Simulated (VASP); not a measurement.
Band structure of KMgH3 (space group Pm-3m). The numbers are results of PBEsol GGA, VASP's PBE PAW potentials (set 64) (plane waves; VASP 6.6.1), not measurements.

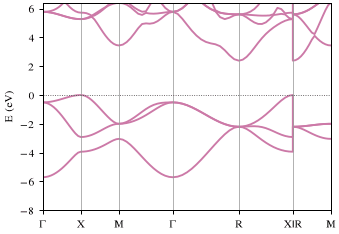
Fig. 1. Bands along high-symmetry lines, zero at the valence-band maximum or, without a gap, the Fermi level

Q: Read the plot: is there a gap, and where are the band edges?

A: The gap is indirect, 2.39 eV, from the valence maximum at X to the conduction minimum at R. (Edges off the drawn lines would not show.)

The structure comes from a computed database's KMgH3 entry (Pm-3m); how it stands against other phases isn't given here. It was relaxed first.
